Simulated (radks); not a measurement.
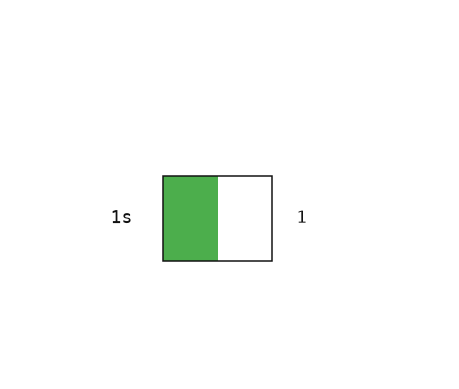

Fig. 1: The outer shells as the input fills them: a box for each of the 2l + 1 orbitals, shaded by the share of the shell that is filled, with the electron count at the right.

**Be³⁺: atomic calculation**

The beryllium ion Be³⁺ in the configuration 1s1 (high spin). Computed at this level: scalar-relativistic Kohn-Sham, LDA (Slater exchange, VWN5 correlation), spin-polarised, spherical densities, finite nucleus (the in-house radial solver radks).

## The input
```
Z 4
configuration 1s1
relativity scalar-relativistic
functional lda,vwn5
spin polarised
nucleus finite rms 2.519 fm
c 137.035999084
response adiabatic LDA kernel
```

Energies in input and log are in hartree, lengths in bohr (the nuclear radius in fm).

## Log
```
1s      1   1.0000          -6.98600204
Etot -7.862839948452125
Ekin 7.841117366977667
Encl -15.841498190819134
Eh 1.2339727380390073
Exc -1.0964318626496645
err 6.500048819620552e-10
it 12
```

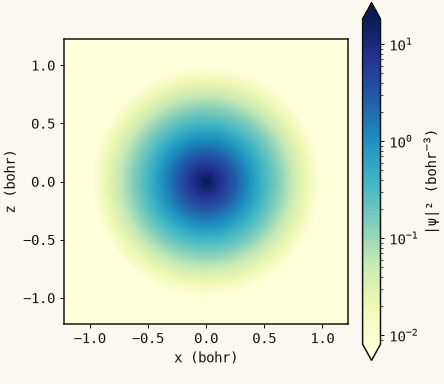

Fig. 2: The 1s orbital of up spin. In the xz plane through the nucleus, the colour gives |ψ|² on a logarithmic scale. The radial function comes from the spherical calculation and is multiplied by a real spherical harmonic; the overall sign is chosen so that the largest lobe of P(r) is positive; at the scalar-relativistic level it is the large component. It has no angular node and no radial node. The maximum of P² lies at 0.251 bohr, ⟨r⟩ = 0.380 bohr, 90 % of the charge lies within 0.676 bohr, and the eigenvalue is −190.1 eV, with 1 electron in the shell for this spin.

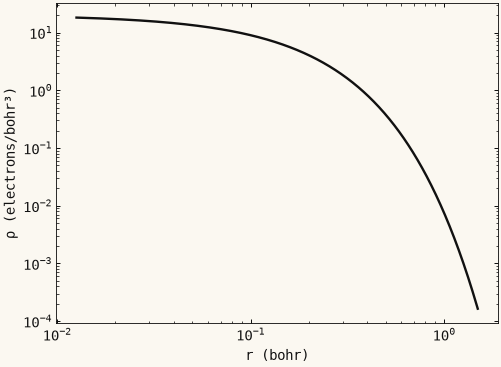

Fig. 3: The electron density ρ(r) on a logarithmic scale. The density falls from 18 electrons/bohr³ at the inner end (r = 0.013 bohr) to 0.001 at r = 1.26 bohr, a common measure of the size of an atom or ion. The highest occupied orbital, 1s up (⟨r⟩ = 0.380 bohr, −190.1 eV), is also the most diffuse and sets the fall-off far out: over the last part drawn ln ρ falls by 7.7 per bohr, against 2√(−2ε) = 7.5 for the pure exponential.

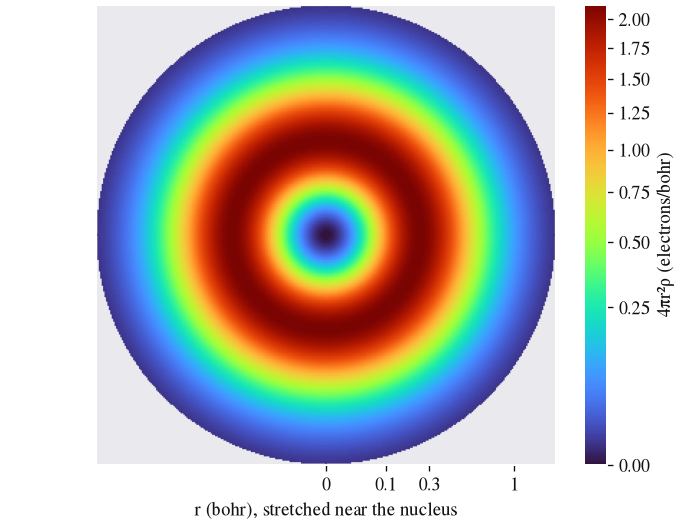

Fig. 4: The radial density 4πr²ρ as a disc about the nucleus, with the radius drawn as r to the power 0.5. There is one bright ring, at r = 0.251 bohr.

## Summary

- outcome: converged
- total energy: −7.862840 hartree
- kinetic energy: 7.841117 hartree
- electron–nucleus energy: −15.841498 hartree
- Hartree energy: 1.233973 hartree
- exchange–correlation energy: −1.096432 hartree
- radius at density 0.001 e/bohr³: 1.26 bohr
- SCF iterations: 12
- hardware: 1 CPU thread, shared host
